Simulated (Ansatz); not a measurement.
# ClGeH3···H2S: what the fields show

Input

```
crystal:
  periodic: [false, false, false]
  atoms:
    - { symbol: Ge, position_ang: [0.0, 0.0, 0.0] }
    - { symbol: Cl, position_ang: [0.0, 0.0, 2.57] }
    - { symbol: H, position_ang: [1.4616, 0.0, -0.5162] }
    - { symbol: H, position_ang: [-0.73, 1.2648, -0.5162] }
    - { symbol: H, position_ang: [-0.73, -1.2648, -0.5162] }
    - { symbol: S, position_ang: [-2.4199, 0.0, 0.8041] }
    - { symbol: H, position_ang: [-3.1755, -0.8728, 0.0121] }
    - { symbol: H, position_ang: [-1.4563, 0.0, 2.0643] }
basis:
  gaussian: { orbitals: def2-SVP }
hamiltonian:
  xc: hf
relax:
  f_tol: 0.15
  max_steps: 25
  restrain:
    - { distance: [0, 5], at: 3.45, k: 30.0 }
    - { distance: [7, 1], at: 2.57, k: 30.0 }
    - { distance: [0, 1], at: 2.22, k: 30.0 }
    - { distance: [7, 5], at: 1.4, k: 30.0 }
output:
  orbitals: {}
```

Launched as:

```sh
ansatz run input.yaml --threads 1 --pin off --max-ram 2048MiB --backend cpu --events-out ev --progress --plain --runs-dir out
```

The fields are those of the run's last geometry, not of the input's.

Not at a stationary point (largest force 1.0 eV/Å).

Theory: RHF/def2-SVP in Ansatz.

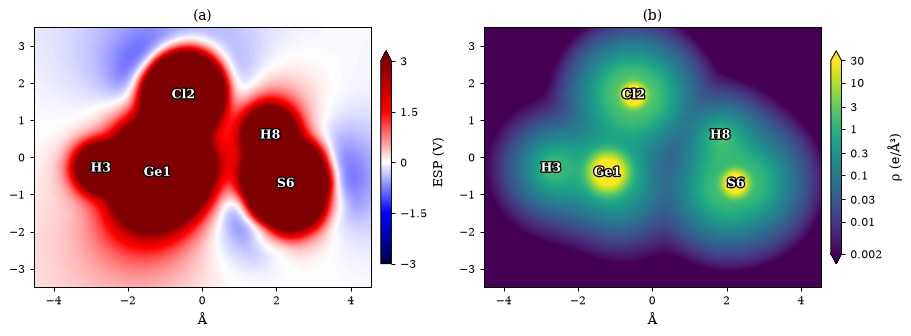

Figure 1. (a) molecular electrostatic potential; (b) total electron density on the plane of atoms Cl2, Ge1 and H3.

Q: What does the map show?

A:
- Atoms in the plane: Ge, Cl, H and S.
- Ge1···S6 (3.46 Å): the density falls to about 0.06 e/Å³ on the way.
- Ge–Cl (2.21 Å): ρ at the midpoint is about 0.66 e/Å³, with its minimum of 0.58 e/Å³ about 1.0 Å from Ge.
- Ge–H (1.53 Å): the density is about 1 e/Å³ at the midpoint.
- Outside the dense part of the complex the potential is most negative (−0.8 V) near Cl2.

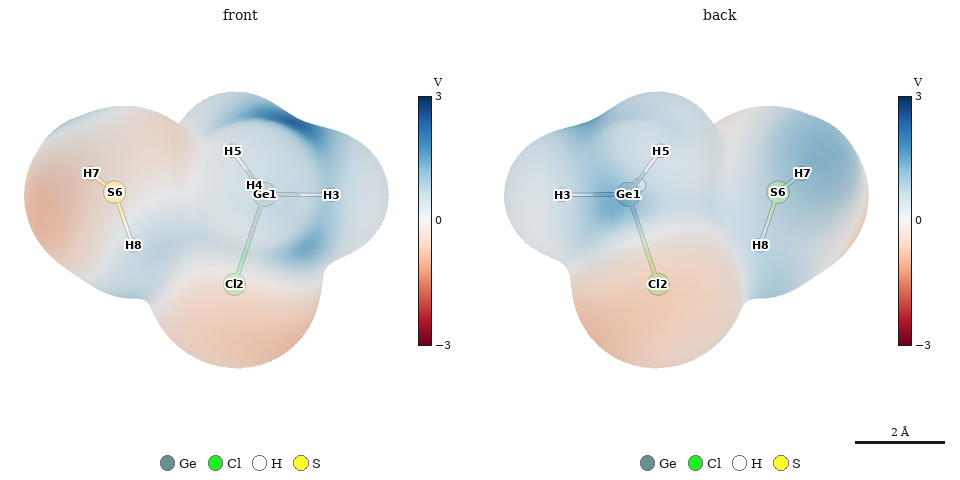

Figure 2. The electrostatic potential painted on the density surface at 0.002 e/bohr³, seen from the front and from behind; red is negative and blue positive.

Q: Where is the surface potential most negative and most positive?

A: The most negative region (about −0.9 V) lies over S6, the most positive (about +2.3 V) over Ge1.

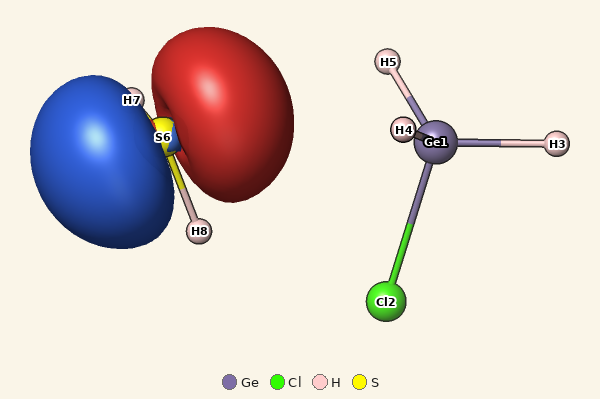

Figure 3. The HOMO at ±0.15 Å⁻³ᐟ² (red and blue are the two phases), seen at a tilt.

Q: Where does this orbital lie, and at what energy?

A: By Hirshfeld shares it lies mainly on S6 (about 85 %); largely a lone pair of S6. Its energy is −10.36 eV.
